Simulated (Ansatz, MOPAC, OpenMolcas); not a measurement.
# Si3NH9 (trisilylamine): methods side by side

Si3NH9, singlet, SMILES `[SiH3]N([SiH3])[SiH3]`. Each level relaxes the structure for itself.

Quantity: the zero-point energy at each level's own minimum, in kJ/mol. The values are calculated.

| level | kind | program | value (kJ/mol) |
| --- | --- | --- | --- |
| AM1 | semi-empirical | MOPAC | 208.7 |
| MNDOD | semi-empirical | MOPAC | 233.6 |
| PM6-DH+ | semi-empirical | MOPAC | 206.7 |
| PM6-DH2X | semi-empirical | MOPAC | 206.5 |
| HF/STO-3G | Hartree–Fock | Ansatz | 275.4 |
| HF/3-21G | Hartree–Fock | Ansatz | 226.5 |
| HF/6-31G* (Cartesian functions) | Hartree–Fock | OpenMolcas | 233.6 |
| B3LYP/6-31G* (Cartesian functions) | global hybrid | Ansatz | 217.4 |
| MP2/6-31G* (Cartesian functions) | perturbation theory | Ansatz | 224.2 |

Harmonic and unscaled. The values span 206.5 to 275.4 kJ/mol. Without the sets that lack polarisation functions the rows with a basis span only 217.4 to 233.6 kJ/mol.

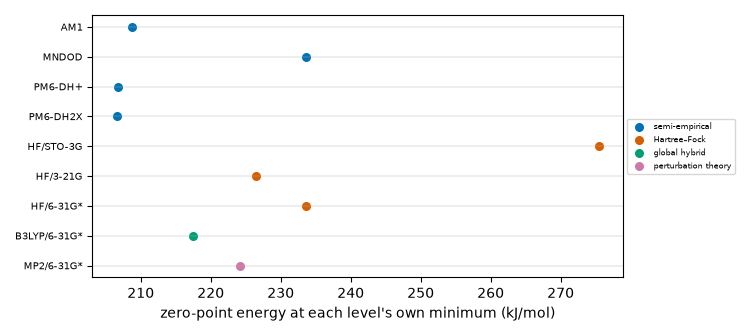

The values of the table, level by level.
